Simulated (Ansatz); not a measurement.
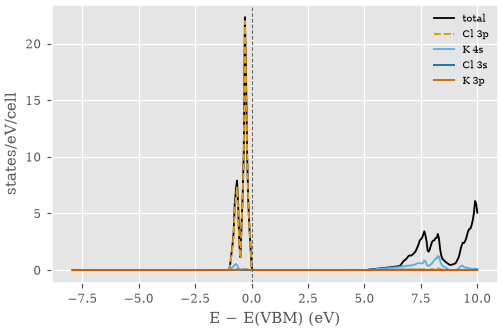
Figure. Total and projected density of states of KCl (rock salt, space group No. 225), PBE (plane waves, PAW; program Ansatz)

Which orbitals carry the states next to the gap?

Top 1 eV of the valence band: Cl 3p 96 %. Bottom 1 eV of the conduction band: K 4s 79 %, Cl 3s 14 %. Projections are on Löwdin-orthogonalised atomic valence shells; empty p or d shells of many metals are not among them.

Where is the tallest occupied peak in this window, and what makes it?

Near -0.3 eV, about 22 states/eV per cell; the largest projected share is Cl 3p.

Space group Fm-3m (rock salt). Symmetry was held in the PBE relaxation.

Potentials: the later of the program's two PAW sets.
